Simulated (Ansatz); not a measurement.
# LiF, response to strain

Take LiF in the rock salt structure (space group Fm-3m, No. 225) as the base.

Space group Fm-3m (No. 225); a = b = c = 4.0680 Å, α = β = γ = 90.00°

```tsv
atom	site	symmetry	x	y	z
Li	4a	m-3m	0.0000	0.0000	0.0000
F	4b	m-3m	0.5000	0.5000	0.5000
```
(The calculation used a cell of 2 atoms; values per cell refer to that cell.)

Strains are applied to the cell and any free atomic positions relax.

Calculations: DFT with PBE, PAW potentials and a 420 eV plane-wave cutoff in Ansatz (a program for electronic structure), without spin-orbit coupling.

Notes on the quantities. energy relative to the base: free energy F.

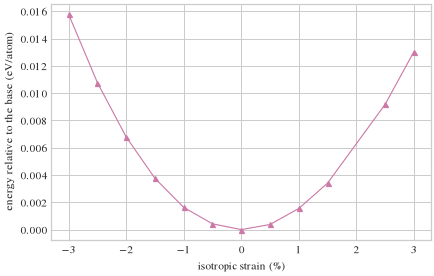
*Energy relative to the base against isotropic strain*

From the plot, what is the energy relative to the base for isotropic strain −2.50 %?

About 0.011 eV/atom.

Is the trend monotonic over the range shown?

No, it turns within the range, spanning 0 meV/atom to +16 meV/atom.

Stability against distortions was not tested.
